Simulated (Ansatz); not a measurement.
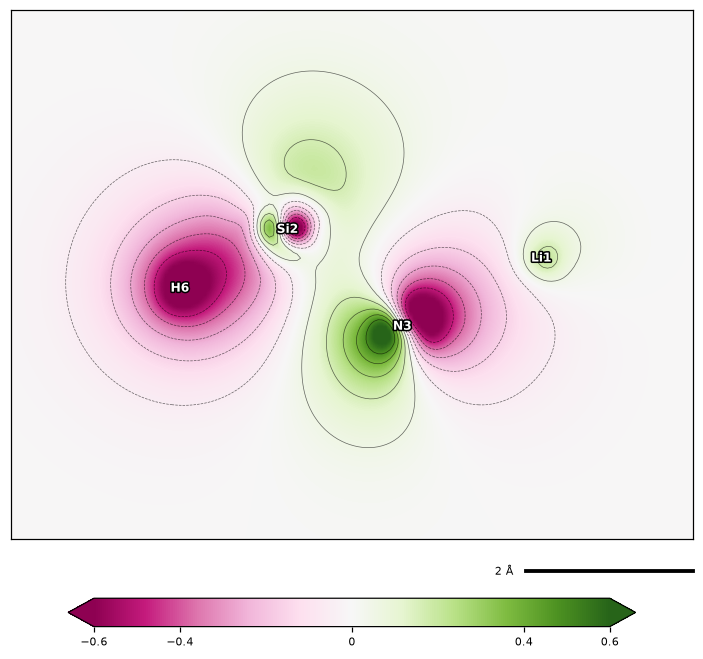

*H₅LiNSi (charge +1). One frontier orbital on the plane of atoms Li1, N3 and Si2 (values in Å⁻³ᐟ²; the overall sign is arbitrary).*

Geometry: rigid move from PBE0-D4/def2-TZVP.

All numbers below come from RKS PBE0-D4/def2-TZVPPD in Ansatz.

Input

```
crystal:
  periodic: [false, false, false]
  atoms:
    - {symbol: Li, position_ang: [-0.781995, -0.072789, -2.242105]}
    - {symbol: Si, position_ang: [-0.191392, 0.420337, 0.729035]}
    - {symbol: N, position_ang: [0.265101, -0.496603, -0.760137]}
    - {symbol: H, position_ang: [-0.033219, 1.842470, 0.351004]}
    - {symbol: H, position_ang: [-1.612750, 0.075104, 0.955191]}
    - {symbol: H, position_ang: [0.669458, 0.039900, 1.866798]}
    - {symbol: H, position_ang: [0.210885, -1.497472, -0.572921]}
    - {symbol: H, position_ang: [1.248739, -0.332005, -0.972472]}
basis:
  gaussian: {orbitals: "def2-TZVPPD.json"}
total_charge: 1
hamiltonian: {xc: pbe0, dispersion: d4}
output: {orbitals: {seedname: orbitals}}
```

Command:

```sh
ansatz run in.yaml --threads 2 --pin off --events-out ev --progress --plain --max-ram 5222MiB
```

Question: Which orbital is it: HOMO or LUMO?

Answer: The HOMO, at −13.63 eV. It lies mainly on Si2 (about 30 %), H6 (about 30 %) and N3 (about 25 %).
